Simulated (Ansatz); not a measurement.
# BSiH3 (singlet): from Hartree-Fock to the top rungs at distance Si1–B2 = 2.883 Å, cc-pVTZ

Aim: climb from Hartree-Fock through coupled cluster and multireference methods for BSiH3 (singlet) at one geometry and basis, and see what each rung misses.

Program: Ansatz 0.2.0, Gaussian basis. Level of theory: cc-pVTZ, core rule «outside noble gas», up to 6 orbitals frozen. These are calculated values, not measurements.

The runs, in order: UHF; CCSD(T) on RHF; CCSD(T) on UHF; BCCD(T) on RHF; CCSDT(Q) on RHF; CCSDT(Q) on UHF; CASSCF and NEVPT2, 2 electrons in 2 orbitals; CASSCF and NEVPT2, 10 electrons in 11 orbitals.

## Step 1: What is computed

The geometry derives from a PBE0/def2-TZVP stationary point (not a proven minimum). One bond is set to the value named and the two fragments are kept rigid.

5 atoms, charge 0, spin multiplicity 1.

Atoms are counted from 1 here; the program's logs count them from 0.

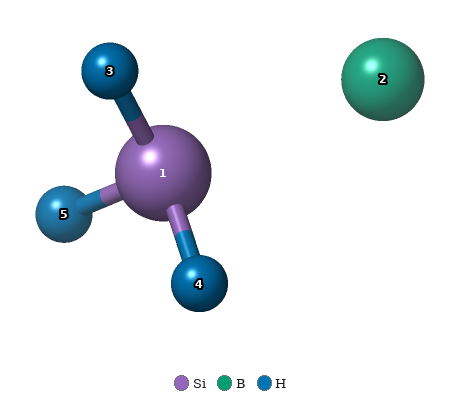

The structure; silicon purple, boron teal, hydrogen blue; atoms are numbered from 1 in the order of the file.

Geometry (Å):

```xyz
5

Si   -0.70674   -0.00611    0.00060
B     2.17615    0.01881   -0.00184
H    -1.22819    1.39123    0.00309
H    -1.20898   -0.71316    1.21399
H    -1.21106   -0.70961   -1.21400
```

## Step 2: UHF

The input, in.yaml:

```yaml
crystal:
  periodic: [false, false, false]
  atoms:
    - {symbol: Si, position_ang: [-0.706741, -0.006109, 0.000596]}
    - {symbol: B, position_ang: [2.176150, 0.018812, -0.001836]}
    - {symbol: H, position_ang: [-1.228191, 1.391233, 0.003090]}
    - {symbol: H, position_ang: [-1.208978, -0.713164, 1.213986]}
    - {symbol: H, position_ang: [-1.211057, -0.709607, -1.213998]}
basis:
  gaussian: {orbitals: cc-pVTZ}
magnetization: {spin_polarized: true, initial_magnetization: 0}
hamiltonian: {xc: hf}
output: {orbitals: {seedname: orbitals}}
```

On the command line:

```console
$ ansatz run in.yaml --threads 1 --pin off --events-out ev --progress --plain --max-ram 2560MiB --backend cpu
```

After this run come: CCSD(T) on RHF; CCSD(T) on UHF; BCCD(T) on RHF; CCSDT(Q) on RHF; CCSDT(Q) on UHF; CASSCF and NEVPT2, 2 electrons in 2 orbitals; CASSCF and NEVPT2, 10 electrons in 11 orbitals.

Before running them: what should the planned runs give, taken together? Wanted: RCCSDT(Q) from the RHF energy; RMP2 from RCCSDT(Q); UMP2 from RCCSDT(Q); RCCSD from RCCSDT(Q); RCCSD(T) from RCCSDT(Q); UCCSD(T) from RCCSDT(Q); UCCSDT(Q) from RCCSDT(Q); NEVPT2 pair from RCCSDT(Q); NEVPT2 valence from RCCSDT(Q).

As calculated:

| quantity | value |
| --- | --- |
| RCCSDT(Q) from the RHF energy | -7.0191 eV |
| RMP2 from RCCSDT(Q) | +1665.9 meV |
| UMP2 from RCCSDT(Q) | +2045.6 meV |
| RCCSD from RCCSDT(Q) | +313.5 meV |
| RCCSD(T) from RCCSDT(Q) | +58.5 meV |
| UCCSD(T) from RCCSDT(Q) | +68.9 meV |
| UCCSDT(Q) from RCCSDT(Q) | -1.9 meV |
| NEVPT2 pair from RCCSDT(Q) | +1492.6 meV |
| NEVPT2 valence from RCCSDT(Q) | +1229.9 meV |
| levels within 1 kcal/mol (43 meV) | RCCSDT, UCCSDT, UCCSDT(Q) |
| T1 diagnostic | 0.017 |
| effectively unpaired electrons | 0.20 |

**Reading.** RCCSD(T) misses by +58.5 meV, 0.8 % of the correlation energy. The occupations show static correlation (0.20 effectively unpaired electrons where one determinant has 0). Of the multireference levels listed NEVPT2 valence comes nearest in total energy (+1229.9 meV), which doesn't show that its space is the better one. These misses are within one basis, not against nature.
